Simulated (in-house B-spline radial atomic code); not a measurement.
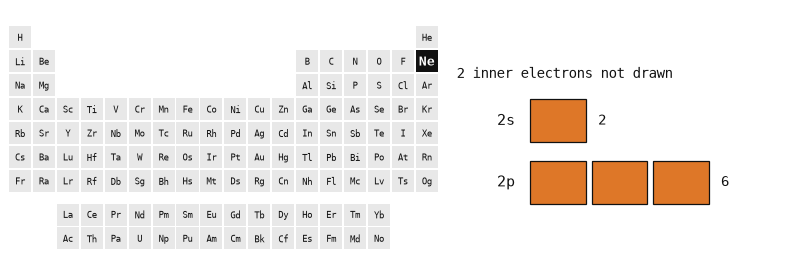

Figure 1. Left, the place of neon in the periodic table; right, the outer shells of the closed core: a box for each of the 2l + 1 orbitals, shaded by the share of the shell that is filled, with the electron count at the right.

Run report: Ne, many-body perturbation calculation

Ne, core [He] 2s2 2p6. Computed at this level: relativistic RPA (time-dependent Dirac-Hartree-Fock) and second-order many-body perturbation theory, no-pair Dirac-Coulomb, closed shell, B-spline basis (in-house B-spline radial atomic code).

Input:
```
basis_form = 2
Z = 10
core_configuration = [He] 2s2 2p6
rms_radius = 3.0055
mass_number = 20
speed_of_light = 137.035999084
box_radius = 45.0
lmax = 7
intervals = 69
virtual_cutoff = 2500.0
```

Hardware: 1 CPU thread, shared host.

The run was one of a batch that the task file lists, launched with:
```bash
python <driver script> task.json out
```

The program writes its results to a structured record and prints no log; tables and figures of this report are taken from that record.

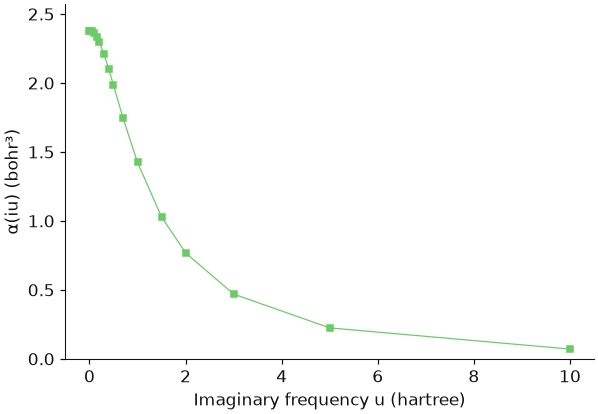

Figure 2. Dipole polarisability at imaginary frequency of neutral neon, [He] 2s² 2p⁶. Relativistic RPA on Dirac–Hartree–Fock, no-pair Dirac–Coulomb, finite nucleus, computed with a B-spline radial code. The static dipole polarisability is 2.38 bohr³ (the recommended value is 2.66); α(iu) falls to half of it near u = 1.3 hartree. The Casimir–Polder integral gives C₆ = 5.52 hartree bohr⁶ for two such species.

Key numbers:

- outcome: converged
- wall time: 1.5 s
